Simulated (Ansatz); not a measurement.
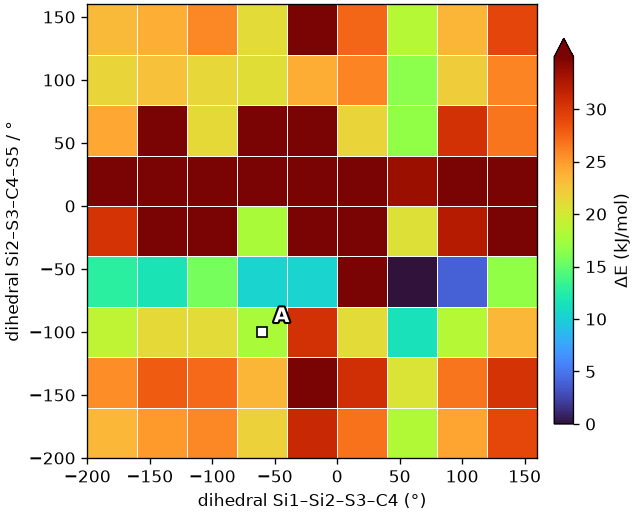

CH8S2Si2, SMILES [SiH3][SiH2]SCS. Coordinates scanned: (1) dihedral Si1–Si2–S3–C4; (2) dihedral Si2–S3–C4–S5. Nothing is relaxed (all other coordinates rigid). The scan uses a 9 × 9 grid. Energies: kJ/mol, counted from the lowest grid point. Energies and slopes of some neighbouring points disagree (a jump in structure or state, or too coarse a mesh). These are results of RKS PBE-D4/def2-SVP in Ansatz, not measurements.

The picture shows one coloured cell a grid point, one colour for all values above the top of the scale, the point A.

Question: Is A at rest? If not, where is it pushed?

Answer: A, at dihedral Si1–Si2–S3–C4 = −60°, dihedral Si2–S3–C4–S5 = −100°, is not a stationary point. The computed force is 0.095 kJ/mol for each degree towards smaller values of dihedral Si1–Si2–S3–C4 and 0.29 kJ/mol for each degree towards larger values of dihedral Si2–S3–C4–S5.
